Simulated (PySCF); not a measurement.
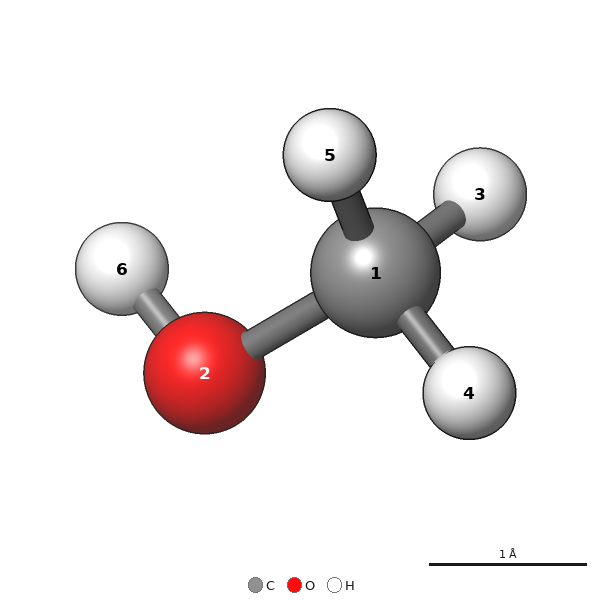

Atoms carry their numbers in the input. The geometry was computed by an optimisation with PBE0-D3(BJ)/def2-SVP. No frequency run is at hand to confirm it as a minimum.

Give these bond angles: O2–C1–H4, O2–C1–H3, H3–C1–H5, H3–C1–H4, C1–O2–H6.

| angle | degrees |
| --- | --- |
| O2–C1–H4 | 107.7 |
| O2–C1–H3 | 113.3 |
| H3–C1–H5 | 107.7 |
| H3–C1–H4 | 107.2 |
| C1–O2–H6 | 108.2 |
